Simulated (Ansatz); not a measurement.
# Electron scattering at the Σ5 (210) boundary in fcc Ir, starting shift (0.5, 0.5), part 2 of 3

Wanted: what the Σ5 (210) boundary in fcc Ir, starting shift (0.5, 0.5) costs an interconnect.

Ansatz 0.2.0; Ansatz plane-wave DFT, PBE, PAW files; relaxation of a bicrystal slab with its lowest layers held; PAW set soft_1 (the session's first sound run).

So far. Step 2 (Relaxing the bicrystal): The largest force component on a free atom ends at 0.019 eV/Å, under the tolerance of 0.03, after 14 steps.

### Step 3. Transmission across the boundary

This step: Ansatz plane-wave DFT, PBE, PAW files; ballistic transport by layer matching (Landauer), zero bias; boundary relaxed in a short slab, bulk layers laid on; PAW set soft_1 (Ansatz 0.2.0).

System of this step: Σ5 (210) boundary in fcc Ir, starting shift (0.5, 0.5). The cell holds 48 atoms: 48 Ir. Cell: a = 4.702 Å, b = 3.839 Å, c = 48.895 Å, α = 90.0°, β = 90.0°, γ = 65.9°. It derives from Ir. Regions: lower grain, 20 atoms (20 Ir); boundary, 12 atoms (12 Ir); upper grain, 16 atoms (16 Ir). Vacuum lies along c.

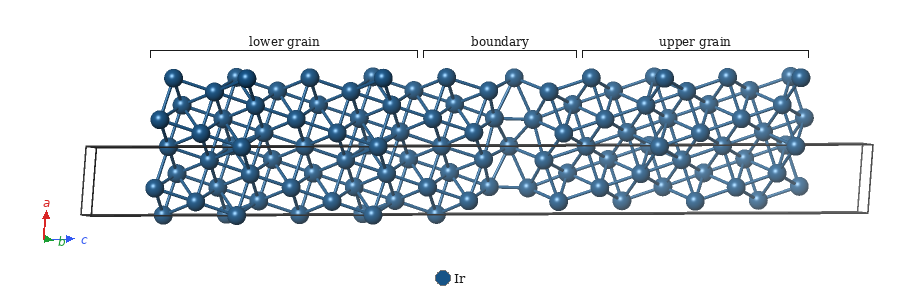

The cell of this step (iridium blue). 2×1×1 cells are drawn. Some periodic images of atoms are drawn too.

input.yaml reads:

```yaml
crystal:
  lattice:
    - [4.7022854592, 0.0, 0.0]
    - [1.5674284864, 3.5048766455, 0.0]
    - [0.0, 0.0, 48.8946716479]
  atoms:
    - { symbol: Ir, position: [-15.5999999999, 7.7999999996, 0.0818085052] }
    - { symbol: Ir, position: [-14.9999999999, 7.4999999996, 0.0993669816] }
    - { symbol: Ir, position: [-14.3999999999, 7.1999999996, 0.116925458] }
    - { symbol: Ir, position: [-13.7999999999, 6.8999999997, 0.1344839345] }
    - { symbol: Ir, position: [-13.1999999999, 6.5999999997, 0.1520424109] }
    - { symbol: Ir, position: [-12.5999999999, 6.2999999997, 0.1696008873] }
    - { symbol: Ir, position: [-11.9999999999, 5.9999999997, 0.1871593637] }
    - { symbol: Ir, position: [-11.3999999999, 5.6999999997, 0.2047178402] }
    - { symbol: Ir, position: [-10.7999999999, 5.3999999997, 0.2222763166] }
    - { symbol: Ir, position: [-10.1999999999, 5.0999999997, 0.239834793] }
    - { symbol: Ir, position: [-9.6, 4.7999999998, 0.2573932694] }
    - { symbol: Ir, position: [-9.0, 4.4999999998, 0.2749517458] }
    - { symbol: Ir, position: [-8.4, 4.1999999998, 0.2925102223] }
    - { symbol: Ir, position: [-7.8, 3.8999999998, 0.3100686987] }
    - { symbol: Ir, position: [-7.2, 3.5999999998, 0.3276271751] }
    - { symbol: Ir, position: [-6.6, 3.2999999998, 0.3451856515] }
    - { symbol: Ir, position: [-6.0, 2.9999999998, 0.362744128] }
    - { symbol: Ir, position: [-5.4, 2.6999999999, 0.3803026044] }
    - { symbol: Ir, position: [-4.8, 2.3999999999, 0.3978610808] }
    - { symbol: Ir, position: [-4.2, 2.0999999999, 0.4154195572] }
    - { symbol: Ir, position: [0.4, 0.7999999999, 0.4329780336] }
    - { symbol: Ir, position: [-0.0036677592, 0.5018698718, 0.4510409333] }
    - { symbol: Ir, position: [0.603216741, 0.1984955905, 0.468080025] }
    - { symbol: Ir, position: [0.2017860994, 0.8992866623, 0.4860254156] }
    - { symbol: Ir, position: [0.8014257779, 0.5996923703, 0.5051989881] }
    - { symbol: Ir, position: [0.3938988354, 0.3030278222, 0.5191515973] }
    - { symbol: Ir, position: [-0.0216995632, 0.0122972341, 0.5446819726] }
    - { symbol: Ir, position: [0.3742094487, 0.3146297319, 0.5689016016] }
    - { symbol: Ir, position: [0.7842487969, 0.6095387015, 0.582800975] }
    - { symbol: Ir, position: [0.1848787622, 0.9091197692, 0.6018023571] }
    - { symbol: Ir, position: [0.5886540542, 1.20720315, 0.6198962434] }
    - { symbol: Ir, position: [0.9834232699, 0.5098991039, 0.637255872] }
    - { symbol: Ir, position: [-3.6165767301, 2.8098991039, 0.6548143485] }
    - { symbol: Ir, position: [-4.2165767301, 3.1098991039, 0.6723728249] }
    - { symbol: Ir, position: [-4.8165767301, 3.4098991039, 0.6899313013] }
    - { symbol: Ir, position: [-5.4165767301, 3.7098991039, 0.7074897777] }
    - { symbol: Ir, position: [-6.0165767301, 4.0098991039, 0.7250482542] }
    - { symbol: Ir, position: [-6.6165767301, 4.3098991039, 0.7426067306] }
    - { symbol: Ir, position: [-7.2165767301, 4.6098991038, 0.760165207] }
    - { symbol: Ir, position: [-7.8165767301, 4.9098991038, 0.7777236834] }
    - { symbol: Ir, position: [-8.4165767301, 5.2098991038, 0.7952821598] }
    - { symbol: Ir, position: [-9.0165767301, 5.5098991038, 0.8128406363] }
    - { symbol: Ir, position: [-9.6165767301, 5.8098991038, 0.8303991127] }
    - { symbol: Ir, position: [-10.2165767301, 6.1098991038, 0.8479575891] }
    - { symbol: Ir, position: [-10.81657673, 6.4098991038, 0.8655160655] }
    - { symbol: Ir, position: [-11.41657673, 6.7098991037, 0.883074542] }
    - { symbol: Ir, position: [-12.01657673, 7.0098991037, 0.9006330184] }
    - { symbol: Ir, position: [-12.61657673, 7.3098991037, 0.9181914948] }
kpoints:
  mp_grid: { grid: [7, 7, 1] }
hamiltonian:
  xc: pbe
  pseudopotentials: { kind: paw, azcp: { folder: soft_1 } }
scf:
  occupations: { method: fermi_dirac, width: 0.1 }
output:
  transmission:
    leads: [[11, 12], [38, 39]]
    kmesh: [18, 18]
    e_range: [-0.1, 0.1]
    de: 0.05
  write_potential: true
  write_density: true
  volumetric_format: npy
  elf: true
```

Launch:

```console
> ansatz run input.yaml --threads 4 --pin off --max-ram 15360MiB --backend cpu --events-out ev --progress --plain --runs-dir out
```

Numbers of over 12 decimals in the logs are rounded to 6 here.

What it wrote:

```text
[...]
Crystal: 48 atoms, lattice volume = 805.830 Å³
Basis set: ecut = 420 eV, 15679 PW (Γ)
Bands: 490, of which v1, the nominal top of the filled ones, is band 408 counted from 1 (407 counted from 0)
Symmetry: 1 space group operations
[...]
k-points: 25 of 49 (time reversal used)
[...]
SCF iter  12: F=-572960.238046 eV  HF=-572960.238046 eV  |F-HF|=9.90e-9  |Δ(HF+E_count)|=   8.73e-9  Δρ=8.14e-7  dr2=1.34e-8  ethr=1.23e-11  ⟨swp⟩=12.2  Hψ=32916  notcnv=0
SCF 1 converged in 12 iterations: F = -572960.238046 eV  dr2 = 1.34e-8
[...]
transmission: 1068 of 10660 steps passed
transmission: 2132 of 10660 steps passed
[...]
transmission: 10660 of 10660 steps passed
WARN: The input density's exchange-correlation potential varies sharply where the density is thin. Do not read a vacuum level from v_tot or v_xc, or from such a field of the output density. On a cell that repeats whose density bears no net charge and no dipole along the vacuum's axis use v_es (v_loc + v_h of the components); under efield.dipole_correction with no amplitude use v_es + v_field, which holds any external [...]
SCF converged after 12 iterations
Free energy (F): -572960.238046 eV
[...]
Internal energy: -572958.579729 eV  (E = F + TS)
E sigma→0 (E₀):  -572959.408887 eV
Entropy (-TS):   -1.658317 eV (-34.548 meV/atom)
Fermi energy:    20.903263 eV
[...]
--- Band table (eV; the first three rows and the last of 25) ---
  k-point 0: bands = [... 404 lower, 20.8350, 20.8841, 20.9064, 20.9283, 20.9761, 21.0589, 21.0633, 21.0663, ... 78 higher]
  k-point 1: bands = [... 404 lower, 20.8029, 20.8667, 20.8991, 20.9500, 20.9996, 21.0564, 21.0656, 21.1084, ... 78 higher]
  k-point 2: bands = [... 404 lower, 20.6353, 20.6990, 20.7928, 20.9135, 20.9717, 20.9791, 21.0104, 21.0691, ... 78 higher]
  k-point 24: bands = [... 404 lower, 21.0684, 21.0829, 21.1139, 21.1401, 21.1836, 21.2049, 21.2198, 21.2398, ... 78 higher]
--- Transmission ---
  basis      : 141 plane waves across, 65 finite elements along
  points     : 164, standing for a mesh of 18 x 18
  energies   : 5 from -0.100000 to 0.100000 eV about the Fermi level, 0.050000 eV apart; the leads are filled to 0.000000 eV, and channels, transmission and decay are at 0.000000 eV
  crystal 0  : Ir3, at the sites [11, 12], period 2.5755 Å, over 18.03 Å; its Hamiltonian steps by up to 6.8 meV
    offset         : up to 0.0000 Å between an atom of the period and one for which it stands
    channels       : 4.413580e0 a spin
    conductance    : none, the energies end too early or step too widely for 300 K: set another output.transmission.e_range or a lower de, or, where they end at an eighth of basis.ecutwfc, a higher one
[...]
channels       : 4.438272e0 a spin
[...]
junction   : crystal 0 to crystal 1, 12.75 to 35.61 Å
    transmission   : 2.282459e0 a spin
[...]
```

Wall time 26 min (4 threads of Arm Neoverse V1, shared host); peak memory 10 GiB.

In the SCF lines HF is the Harris–Foulkes energy and dr2 the Hartree energy of the density residual, in eV; the loop may stop once dr2 is under the threshold and the program's other checks hold. Hψ counts applications of the Hamiltonian.

Numbers from this step:

```yaml
free_energy: -572960.2380 eV
energy_at_zero_smearing: -572959.4089 eV
fermi_energy: 20.90 eV
cell_area: 16.48 Å²
transmission_per_spin_nearest_the_fermi_level: 2.282
open_channels_per_spin_nearest_the_fermi_level: 4.414
open_channels_per_spin_upper_lead: 4.438
step_of_the_lead_s_potential: 6.8 meV
step_of_the_upper_lead_s_potential: 10.7 meV
```

Per spin. Transmission, zone mean against energy, zero at the Fermi level:

```csv
energy (eV),"transmission, zone mean"
-0.1000,2.20
-0.0500,2.22
0.0000,2.28
0.0500,2.36
0.1000,2.43
```

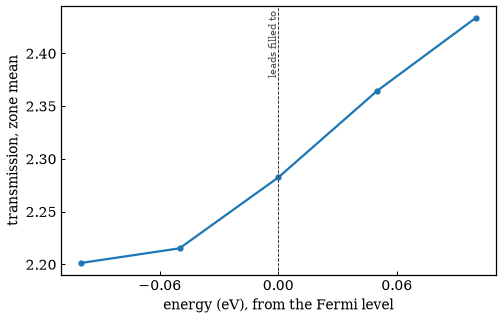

Transmission, zone mean, plotted against energy.

Per spin. Open channels, zone mean against energy, zero at the Fermi level:

```csv
energy (eV),lead,upper lead
-0.1000,4.29,4.28
-0.0500,4.30,4.28
0.0000,4.41,4.44
0.0500,4.5,4.5
0.1000,4.52,4.52
```

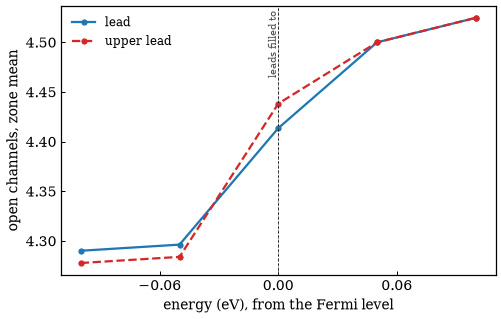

Open channels, zone mean, plotted against energy.

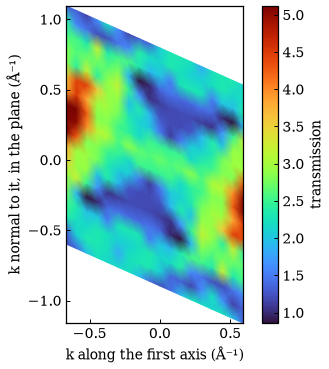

Transmission over k1 and k2. At 0.0000 eV from the Fermi level.

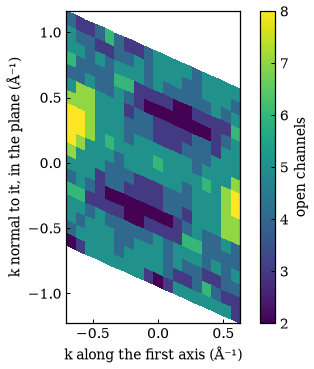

Open channels over k1 and k2. At 0.0000 eV from the Fermi level.

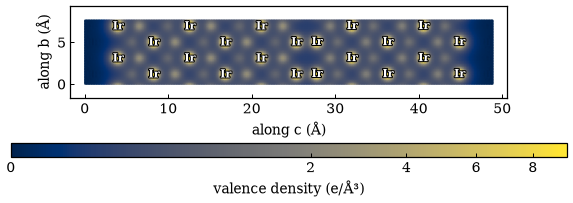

Valence density in the cb plane at fractional x = 0.374, with atoms of Ir within 0.2 Å of it. It is the smooth field of the valence electrons, not physical close to the nuclei. The colour scale is stretched toward low values.

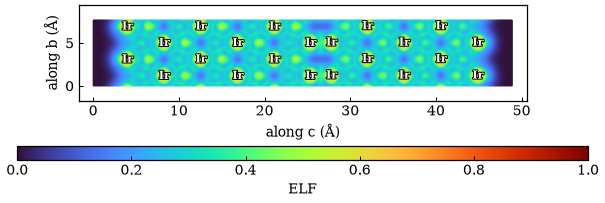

ELF in the cb plane at fractional x = 0.374, with atoms of Ir within 0.2 Å of it. It is the smooth field of the valence electrons, not physical close to the nuclei.

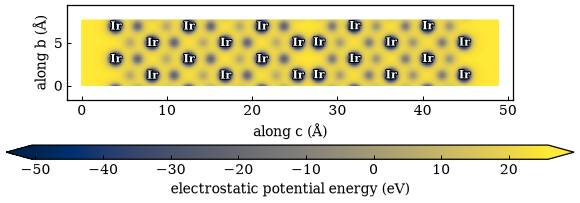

Electrostatic potential energy in the cb plane at fractional x = 0.374, with atoms of Ir within 0.2 Å of it. With pseudopotentials it is smooth inside the atoms' cores, unlike the true potential.

Over the solved energies the transmission per spin lies between 2.20 and 2.43, out of 4.40 channels of the lead on average (up to 4.52).

### Step 4. Specific resistance

This step: Ansatz plane-wave DFT, PBE, PAW files; ballistic transport by layer matching (Landauer), zero bias; specific resistance of the boundary; PAW set soft_1 (Ansatz 0.2.0).

This step gave:

```
area resistance                      : 0.4421 fΩ m²
T over the leads' mean channel count : 0.5220
```

Averaged over the energies near the Fermi level, 52.2 % of the channels pass, which makes 0.442 fΩ m².

By hand, with T and the leads' channels N averaged over the energies near the Fermi level: RA = A (h/2e²)(1/T − ½[1/N₁ + 1/N₂]) = 16.48×10⁻²⁰ m² × 12 906 Ω × (1/2.299 − ½[1/4.405 + 1/4.405]) = 0.442 fΩ m².

(Continued in part 3 of 3.)

[Logs are printed without paths, hosts, clocks, repeated set-up lines and the standing remarks that a program may print on its own settings, such as how far it seeks lower states.]

[Hosts, paths, dates, database ids (printed as entryN), source tags and the programs' standing remarks are cut or masked in the printed files.]
